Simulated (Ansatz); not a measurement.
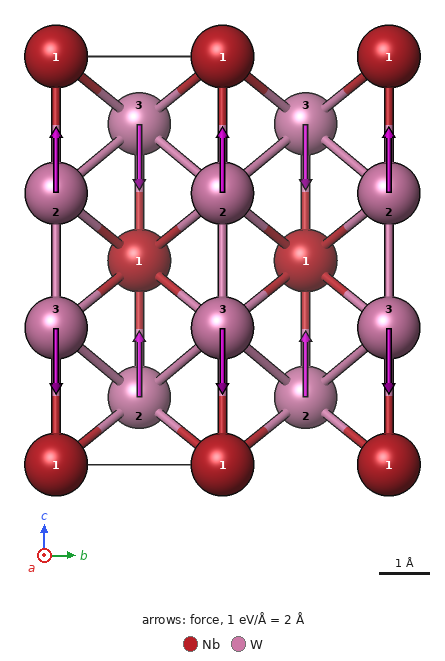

Starting geometry of solid NbW₂ (built on the MoSi2 (C11b)_139 type) (coarse preliminary run) with the computed forces as purple arrows. The picture is a ball-and-stick view of the conventional cell (2 times the calculation's cell), repeated 1 × 2 × 1 with one cell outlined, seen along the a axis. Lengths and directions refer to the drawn axes.

Case: MoSi2 (C11b) type (I4/mmm, No. 139).

Method: DFT PBE, scalar-relativistic, plane waves, PAW (Ansatz 0.2.0).

Input file:
```yaml
crystal:
  lattice:
    - [-1.6759547065, 1.6759547065, 4.1113263894]
    - [1.6759547065, -1.6759547065, 4.1113263894]
    - [1.6759547065, 1.6759547065, -4.1113263894]
  atoms:
    - { symbol: Nb, position: [0.0, 0.0, 0.0] }
    - { symbol: W, position: [0.665, 0.665, 0.0] }
    - { symbol: W, position: [0.335, 0.335, 0.0] }
basis:
  ecutwfc: 420
kpoints:
  mp_grid: { grid: [8, 8, 8] }
hamiltonian:
  xc: pbe
scf:
  occupations: { method: gaussian, width: 0.1 }
  lower_state_search: "off"
output:
  forces: true
  stress: true
  eigenvalues: true
relax:
  adjacent_minimum: "off"
  f_tol: 0.04
  max_steps: 70
  cell: { stress_tol: 0.4 }
```

Launched with:
```bash
ansatz run input.yaml --threads 1 --pin off --max-ram 2560MiB --backend cpu --events-out ev --progress --plain --runs-dir out
```

> What follows when this structure is relaxed?

It isn't relaxed: the largest force vector, on W atoms, is 0.68 eV/Å. The atoms end up moving mostly along the starting forces (cosine between the two patterns 1.00). Over 5 accepted moves (6 points after the start) the energy falls by 494 meV per atom. The largest force component goes from 0.68 to 0.018 eV/Å. Pressure: 30.49 GPa at the start and 0.00 GPa at the end. The SCF was repeated once at an unchanged geometry on a basis and grid sized afresh for the cell, which shifted the energy by 2.7 meV per atom at most. The largest moves relative to the cell, 0.048 Å, are those of W2 and W3. W3 goes along −c. Nb stays in place. The drawn cell changes as follows: a = b 3.352 → 3.218 Å (−4.0 %), c 8.223 → 9.680 Å (+17.7 %); the volume changes by +8.5 %. Some distances before and after: W2–W3 2.713 → 3.291 Å, Nb1–W2 2.755 → 3.194 Å, W2–W2 3.352 → 3.218 Å, Nb1–Nb1 3.352 → 3.218 Å. The space group stays I4/mmm (No. 139). Cost: 14 s on 1 thread of Intel(R) Xeon(R) 6975P-C (Granite Rapids), on a shared host, peak memory 0.42 GiB.
